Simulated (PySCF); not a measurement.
# C5H3F2N: the cost of one run

The runs use PySCF 2.14.0, with density-fitted response routines of our own; the level of theory stands in each step. All values are computed, except where a source is named. Atoms count from 0, in the outputs and in this text.

### 1 The molecule as given

11 atoms, charge 0, multiplicity 1; geometry from: GFN2-xTB.

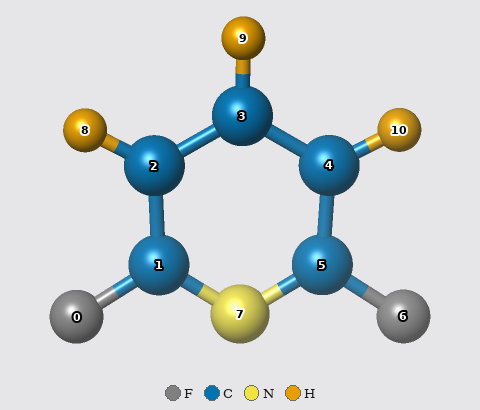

As it starts; fluorine grey, carbon blue, nitrogen yellow, hydrogen amber, atoms numbered.

### 2 Relaxing the molecule at PBE0-D3(BJ)/def2-SVP

What the job is given:

```
{"job": {"xc": "PBE0", "basis": "def2-SVP", "d3": "d3bj", "grid": 2, "kind": "geom"}, "charge": 0, "multiplicity": 1}
F     -2.101210    -1.241540    -0.024640
C     -1.080560    -0.383980    -0.006780
C     -1.332610     0.979190     0.019410
C     -0.231350     1.821180     0.032070
C      1.045330     1.281380     0.019730
C      1.142270    -0.101590    -0.001630
F      2.345000    -0.676780    -0.008580
N      0.117200    -0.923240    -0.015060
H     -2.343630     1.349920     0.028920
H     -0.366800     2.891500     0.051560
H      1.931470     1.893240     0.027230
```

Q: Estimate the wall time of this first job on 4 threads of AMD EPYC 9R45 (Zen 5), shared host.

About 23 s.
